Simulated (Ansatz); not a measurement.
**SnH₃Cl: one structure at several levels**

How do the functionals fare away from a minimum? The structure is a displaced guess of a reacting structure.

The runs use Ansatz 0.2.0, Gaussian basis; single points in def2-TZVPP.

Cores are frozen in the correlated methods. Filled d shells of the heavier atoms are correlated. Core potentials replace the inner electrons past krypton, and spin-orbit coupling is left out.

### 1 Where the work starts

5 atoms, charge 0, spin multiplicity 1.

Atoms are counted from 1 here; the program's logs count them from 0.

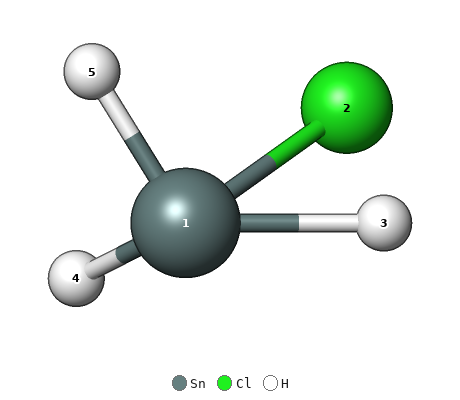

The starting geometry (tin teal, chlorine green, hydrogen white); atoms are numbered from 1 in the order of the file.

Geometry (Å):

```
Sn   -0.59260   -0.46600    0.41870
Cl    1.09280    0.36860   -1.47040
H    -0.16110   -1.02780   -1.56240
H    -1.22750    1.37760    0.75730
H     0.76380   -0.17900    1.68180
```

### 2 CCSD(T)/def2-TZVPP

run/in.yaml reads:

```yaml
crystal:
  periodic: [false, false, false]
  atoms:
    - {symbol: Sn, position_ang: [-0.592600, -0.466000, 0.418700]}
    - {symbol: Cl, position_ang: [1.092800, 0.368600, -1.470400]}
    - {symbol: H, position_ang: [-0.161100, -1.027800, -1.562400]}
    - {symbol: H, position_ang: [-1.227500, 1.377600, 0.757300]}
    - {symbol: H, position_ang: [0.763800, -0.179000, 1.681800]}
basis:
  gaussian: {orbitals: def2-TZVPP}
correlation: {method: ccsd_t}
output: {forces: true}
```

No record of the launch command was kept for these runs.

### 3 PBE0-D4/def2-TZVPP

Edit run/in.yaml of step 2 so:

```diff
@@ -10,3 +10,3 @@
   gaussian: {orbitals: def2-TZVPP}
-correlation: {method: ccsd_t}
-output: {forces: true}
+hamiltonian: {xc: pbe0, dispersion: d4}
+output: {forces: true, orbitals: {seedname: orbitals}}
```

### 4 wB97M-V/def2-TZVPP

Edit run/in.yaml of step 3 so:

```diff
@@ -10,3 +10,3 @@
   gaussian: {orbitals: def2-TZVPP}
-hamiltonian: {xc: pbe0, dispersion: d4}
-output: {forces: true, orbitals: {seedname: orbitals}}
+hamiltonian: {xc: {name: wB97M-V}}
+output: {forces: true}
```

### 5 r2SCAN-D4/def2-TZVPP

Edit run/in.yaml of step 4 so:

```diff
@@ -10,3 +10,3 @@
   gaussian: {orbitals: def2-TZVPP}
-hamiltonian: {xc: {name: wB97M-V}}
+hamiltonian: {xc: r2scan, dispersion: d4}
 output: {forces: true}
```

### 6 PBE-D4/def2-TZVPP

Edit run/in.yaml of step 5 so:

```diff
@@ -10,3 +10,3 @@
   gaussian: {orbitals: def2-TZVPP}
-hamiltonian: {xc: r2scan, dispersion: d4}
+hamiltonian: {xc: pbe, dispersion: d4}
 output: {forces: true}
```

### 7 BLYP-D4/def2-TZVPP

Edit run/in.yaml of step 6 so:

```diff
@@ -10,3 +10,3 @@
   gaussian: {orbitals: def2-TZVPP}
-hamiltonian: {xc: pbe, dispersion: d4}
+hamiltonian: {xc: {name: BLYP}, dispersion: d4}
 output: {forces: true}
```

### 8 B97M-V/def2-TZVPP

Edit run/in.yaml of step 7 so:

```diff
@@ -10,3 +10,3 @@
   gaussian: {orbitals: def2-TZVPP}
-hamiltonian: {xc: {name: BLYP}, dispersion: d4}
+hamiltonian: {xc: {name: B97M-V}}
 output: {forces: true}
```

(Steps that only read results are left out.)

What does the calculation give? Wanted: energy less free atoms, CCSD(T)/def2-TZVPP; RMS force component; RMS force error; HOMO and LUMO, PBE0-D4; T1 diagnostic.

**Answer**, as computed:

| quantity | value |
| --- | --- |
| energy less free atoms, CCSD(T)/def2-TZVPP | -194.7 kcal/mol |
| RMS force component | 0.843 to 1.177 eV/Å over the methods |
| RMS force error | PBE0-D4 0.067, wB97M-V 0.137, r2SCAN-D4 0.078, PBE-D4 0.206, BLYP-D4 0.315, B97M-V 0.152 eV/Å |
| HOMO and LUMO, PBE0-D4 | -7.28 and -3.66 eV |
| T1 diagnostic | 0.018 |

Against CCSD(T) the functionals' energies less atoms differ by -21.7 to -4.4 kcal/mol, PBE-D4 by -17.6 kcal/mol. CCSD(T) in triple zeta still lacks some correlation energy of the bonds, so part of these gaps is its own basis error and they don't rank the functionals. The forces of PBE0-D4 come nearest to CCSD(T), those of BLYP-D4 are farthest. Frozen-core CCSD(T) forces in triple zeta carry basis errors of their own, and this is one geometry, so small gaps rank nothing. The restricted Hartree–Fock reference is unstable towards an unrestricted one at one or more of these structures.
